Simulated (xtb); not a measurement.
# CH$_{7}$OSbSi: geometry relaxation (part 1 of 4)

The run: geometry relaxation of CH$_{7}$OSbSi. Method and program: GFN0-xTB (xtb 6.7.1).

The geometry comes from this level: PBE0-D4/def2-TZVP.

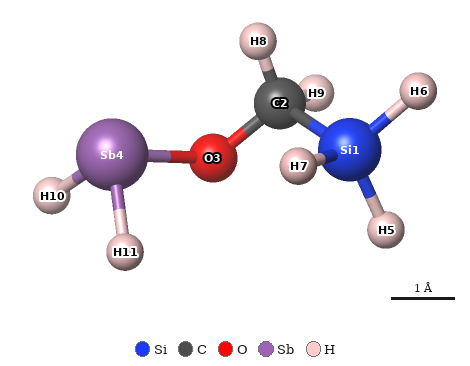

*The starting structure (ball-and-stick view, seen at a tilt; atoms are numbered from 1 in the order of the input). Sticks mark near contacts.*

Bond lengths as drawn: C–H 1.10 Å, C–O 1.42 Å, C–Si 1.89 Å, H–Sb 1.71 to 1.72 Å, H–Si 1.49 Å and O–Sb 1.98 Å.

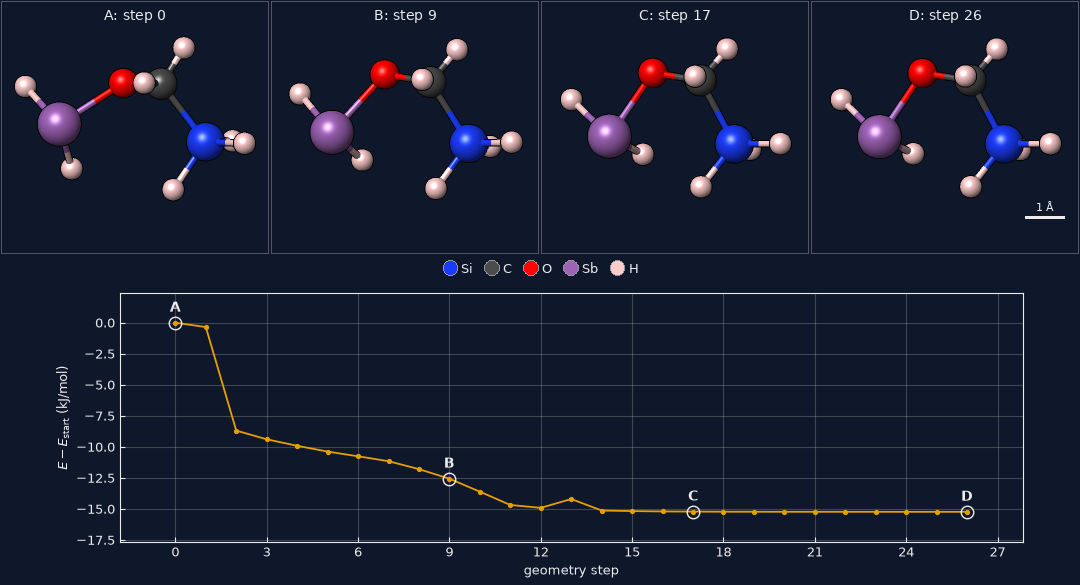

*Frames of the relaxation (ball-and-stick view, seen at a tilt) above the curves, on which the letters mark them (steps are counted from 0).*

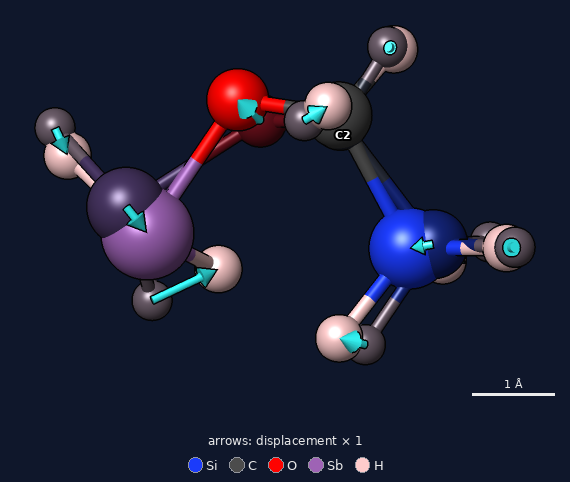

*Start (faint) and end (solid) with the displacements as teal arrows, at true length (ball-and-stick view, seen at a tilt). The two geometries are laid on each other by the best rigid fit.*

The largest move after the best rigid fit is that of H11, 0.93 Å. By element the largest moves are H 0.93 Å, O 0.57 Å, Sb 0.42 Å, Si 0.30 Å, C 0.11 Å. Among the contacts that change: Si1–H6 1.489 → 1.457 Å, Si1–H5 1.485 → 1.454 Å, Si1–C2 1.892 → 1.874 Å, O3–Sb4 1.977 → 1.994 Å. Among the angles that change: O3–Sb4–H10 92.0° → 85.7°, Si1–C2–O3 111.1° → 116.8°, O3–Sb4–H11 96.0° → 91.0°. After 26 geometry steps the energy has fallen by 15.2 kJ/mol. (Atoms are counted from 1 in the order of the input.)

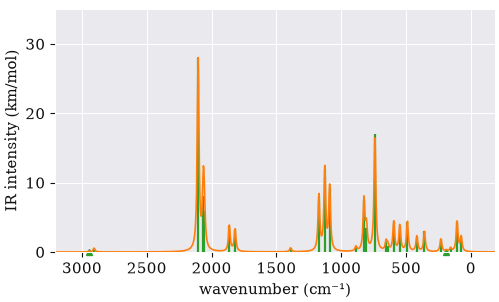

*Harmonic infrared spectrum, unscaled: sticks (degenerate modes added up, dark ones marked on the axis) with a Lorentzian envelope of 16 cm⁻¹ full width, scaled to the tallest stick.*

27 modes from 75 to 2946 cm⁻¹, none imaginary. The strongest line is at 2104 cm⁻¹ (28 km/mol).

These pictures come from the run below.

Input (mol.json)
```
{"schema_name": "qcschema_molecule", "schema_version": 2, "symbols": ["Si", "C", "O", "Sb", "H", "H", "H", "H", "H", "H", "H"], "geometry": [-1.94698483, 2.41506999, -0.17536658, 0.3815357, 0.63589284, 1.87460832, 0.58883866, -1.92355222, 1.10303314, 2.94362638, -2.74104774, -1.67977755, -4.49339078, 1.24627438, -0.01530678, -2.10345415, 5.11964602, 0.58808277, -1.06013636, 2.27636409, -2.84630549, 2.21570388, 1.61836145, 1.8781988, -0.26456166, 0.63778257, 3.84332499, 3.20497551, -5.81223064, -0.70637963, 0.65724675, -3.58027512, -3.82499465], "molecular_charge": 0, "molecular_multiplicity": 1}
```

Launch command:
```bash
xtb --norestart --pop --ohess vtight --gfn 0 -- mol.json | tee run.log
```

The program's output
```
* xtb version 6.7.1
   ID    Z sym.   atoms
    1   14 Si     1
    2    6 C      2
    3    8 O      3
    4   51 Sb     4
    5    1 H      5-11

           -------------------------------------------------
          |                Calculation Setup                |
           -------------------------------------------------

          program call               : xtb --norestart --pop --ohess vtight --gfn 0 -- mol.json
          coordinate file            : mol.json
          omp threads                :                     1

           -------------------------------------------------
          |                 G F N 0 - x T B                 |
           -------------------------------------------------

      * Hamiltonian:
        H0-scaling (s, p, d)           2.000000    2.486800    2.270000
        zeta-weighting                 1.000000
      * Dispersion:
        s8                             2.850000
        a1                             0.800000
        a2                             4.600000
        s9                             0.000000
      * Repulsion:
        kExp                           1.500000
        rExp                           1.000000
      * Coulomb:
        alpha                          0.000000
        third order                    atomic
        anisotropic                    false
      * Polar bond correction:
        rad-shift                      0.053700
        strength                      -0.012900
        en-exp                         3.484700
        en-scale                       0.509700

          ...................................................
          :                      SETUP                      :
          :.................................................:
          :  # basis functions                  42          :
          :  # atomic orbitals                  40          :
          :  # shells                           24          :
          :  # electrons                        26          :
          :  electronic temp.          300.0000000     K    :
          :  accuracy                    1.0000000          :
          :  -> integral cutoff          0.2500000E+02      :
          :  -> integral neglect         0.1000000E-07      :
          ...................................................
  Checking positiv definite overlap ...  done.

         #    Occupation            Energy/Eh            Energy/eV
      -------------------------------------------------------------
         1        2.0000           -0.7153512             -19.4657
       ...           ...                  ...                  ...
         7        2.0000           -0.4965764             -13.5125
         8        2.0000           -0.4800031             -13.0615
         9        2.0000           -0.4738976             -12.8954
        10        2.0000           -0.4734182             -12.8824
        11        2.0000           -0.4713710             -12.8267
        12        2.0000           -0.4223973             -11.4940
        13        2.0000           -0.3982428             -10.8367 (HOMO)
        14                         -0.2591236              -7.0511 (LUMO)
        15                         -0.2319898              -6.3128
        16                         -0.2257030              -6.1417
        17                         -0.2144692              -5.8360
        18                         -0.2030880              -5.5263
       ...                                ...                  ...
        40                          1.1058187              30.0909
      -------------------------------------------------------------
                  HL-Gap            0.1391191 Eh            3.7856 eV
             Fermi-level            0.0000000 Eh            0.0000 eV

 EHT (total)                   0 d,  0 h,  0 min,  0.002 sec
 EHT setup                      ...        0 min,  0.000 sec (  2.408%)
 Coordination number            ...        0 min,  0.000 sec (  1.351%)
 EEQ model density              ...        0 min,  0.000 sec (  1.390%)
 D4 Dispersion                  ...        0 min,  0.000 sec (  5.030%)
 Integral evaluation            ...        0 min,  0.001 sec ( 29.464%)
 Cholesky factorization         ...        0 min,  0.000 sec (  1.284%)
 Zeroth order Hamiltonian       ...        0 min,  0.000 sec ( 11.138%)
 Gradient calculation           ...        0 min,  0.001 sec ( 45.898%)

         :::::::::::::::::::::::::::::::::::::::::::::::::::::
         ::                     SUMMARY                     ::
         :::::::::::::::::::::::::::::::::::::::::::::::::::::
         :: total energy             -13.713705256605 Eh    ::
         :: gradient norm              0.026735747680 Eh/a0 ::
         :: HOMO-LUMO gap              3.785624560766 eV    ::
         ::.................................................::
         :: H0 energy                -13.724443663403 Eh    ::
         :: repulsion energy           0.090906620290 Eh    ::
         :: electrostat energy        -0.064572319403 Eh    ::
         :: -> Gsolv                   0.000000000000 Eh    ::
         ::    -> Gsasa                0.000000000000 Eh    ::
         ::    -> Gshift               0.000000000000 Eh    ::
         :: dispersion energy         -0.002961039588 Eh    ::
         :: short-range corr.         -0.012634854501 Eh    ::
         :: add. restraining           0.000000000000 Eh    ::
         :: total charge              -0.000000000000 e     ::
         :::::::::::::::::::::::::::::::::::::::::::::::::::::

      -----------------------------------------------------------
     |                   =====================                   |
     |                        A N C O P T                        |
     |                   =====================                   |
     |               Approximate Normal Coordinate               |
     |                Rational Function Optimizer                |
      -----------------------------------------------------------
      -----------------------------------------------------------
     |                   =====================                   |
     |                        A N C O P T                        |
     |                   =====================                   |
     |               Approximate Normal Coordinate               |
     |                Rational Function Optimizer                |
      -----------------------------------------------------------

          ...................................................
          :                      SETUP                      :
          :.................................................:
          :   optimization level         verytight          :
          :   max. optcycles                   220          :
          :   ANC micro-cycles                  20          :
          :   degrees of freedom                27          :
          :.................................................:
          :   RF solver                   davidson          :
          :   write xtbopt.log                true          :
          :   linear?                        false          :
          :   energy convergence         0.1000000E-06 Eh   :
          :   grad. convergence          0.2000000E-03 Eh/α :
          :   maxmium RF displ.          1.0000000          :
          :   Hlow (freq-cutoff)         0.1000000E-01      :
          :   Hmax (freq-cutoff)         5.0000000          :
          :   S6 in model hess.         20.0000000          :
          ...................................................

generating ANC from exact Hessian ...
Using Lindh-Hessian (1995)
 Shifting diagonal of input Hessian by    9.9237053554117501E-003
 Lowest  eigenvalues of input Hessian
    0.000000    0.000000    0.000000    0.000000    0.000000    0.000000
    0.010000    0.010727    0.011249    0.011999    0.013198    0.014051
    0.020343    0.021436    0.023015    0.026503    0.028878    0.030714
 Highest eigenvalues
    0.502507    0.543564    0.553599    0.921370    1.038037    1.317402

........................................................................
.............................. CYCLE    1 ..............................
........................................................................
     Diagonalization            ...        0 min,  0.000 sec
 * total energy  :   -13.7137053 Eh     change        0.0000000E+00 Eh
   gradient norm :     0.0267357 Eh/α   predicted     0.0000000E+00 (   0.00%)
   displ. norm   :     0.5403941 α      lambda       -0.8336771E-02
   maximum displ.:     0.4483391 α      in ANC's #6, #3, #4, ...

........................................................................
.............................. CYCLE    2 ..............................
........................................................................
     Diagonalization            ...        0 min,  0.000 sec
 * total energy  :   -13.7138365 Eh     change       -0.1311980E-03 Eh
   gradient norm :     0.0306456 Eh/α   predicted    -0.5385658E-02 (4004.99%)
   displ. norm   :     0.2896263 α      lambda       -0.6390410E-02
   maximum displ.:     0.2032230 α      in ANC's #4, #6, #3, ...

........................................................................
.............................. CYCLE    3 ..............................
........................................................................
     Diagonalization            ...        0 min,  0.000 sec
 * total energy  :   -13.7170133 Eh     change       -0.3176815E-02 Eh
   gradient norm :     0.0066985 Eh/α   predicted    -0.3463232E-02 (   9.02%)
   displ. norm   :     0.1474186 α      lambda       -0.4492239E-03
   maximum displ.:     0.0741644 α      in ANC's #2, #8, #4, ...

........................................................................
.............................. CYCLE    4 ..............................
........................................................................
     Diagonalization            ...        0 min,  0.000 sec
 * total energy  :   -13.7172795 Eh     change       -0.2662262E-03 Eh
   gradient norm :     0.0042263 Eh/α   predicted    -0.2294916E-03 ( -13.80%)
   displ. norm   :     0.1667338 α      lambda       -0.2884944E-03
   maximum displ.:     0.1113493 α      in ANC's #2, #8, #9, ...

........................................................................
.............................. CYCLE    5 ..............................
........................................................................
     Diagonalization            ...        0 min,  0.000 sec
 * total energy  :   -13.7174797 Eh     change       -0.2001903E-03 Eh
   gradient norm :     0.0051776 Eh/α   predicted    -0.1482554E-03 ( -25.94%)
   displ. norm   :     0.2045478 α      lambda       -0.2507434E-03
   maximum displ.:     0.1620774 α      in ANC's #2, #8, #9, ...

........................................................................
.............................. CYCLE    6 ..............................
........................................................................
     Diagonalization            ...        0 min,  0.000 sec
 * total energy  :   -13.7176571 Eh     change       -0.1774295E-03 Eh
   gradient norm :     0.0048346 Eh/α   predicted    -0.1306181E-03 ( -26.38%)
   displ. norm   :     0.1726814 α      lambda       -0.1797535E-03
   maximum displ.:     0.1561468 α      in ANC's #2, #9, #8, ...

........................................................................
.............................. CYCLE    7 ..............................
........................................................................
     Diagonalization            ...        0 min,  0.000 sec
 * total energy  :   -13.7178014 Eh     change       -0.1442371E-03 Eh
   gradient norm :     0.0032131 Eh/α   predicted    -0.9255756E-04 ( -35.83%)
   displ. norm   :     0.1914477 α      lambda       -0.1848997E-03
   maximum displ.:     0.1743529 α      in ANC's #2, #5, #9, ...

........................................................................
.............................. CYCLE    8 ..............................
........................................................................
     Diagonalization            ...        0 min,  0.000 sec
 * total energy  :   -13.7179518 Eh     change       -0.1504909E-03 Eh
   gradient norm :     0.0041792 Eh/α   predicted    -0.9583802E-04 ( -36.32%)
   displ. norm   :     0.3922427 α      lambda       -0.3061327E-03
   maximum displ.:     0.3610283 α      in ANC's #2, #5, #9, ...

........................................................................
.............................. CYCLE    9 ..............................
........................................................................
     Diagonalization            ...        0 min,  0.000 sec
 * total energy  :   -13.7181951 Eh     change       -0.2432819E-03 Eh
   gradient norm :     0.0074393 Eh/α   predicted    -0.1766182E-03 ( -27.40%)
   displ. norm   :     0.5801308 α      lambda       -0.4189117E-03
   maximum displ.:     0.5290185 α      in ANC's #2, #5, #9, ...
```
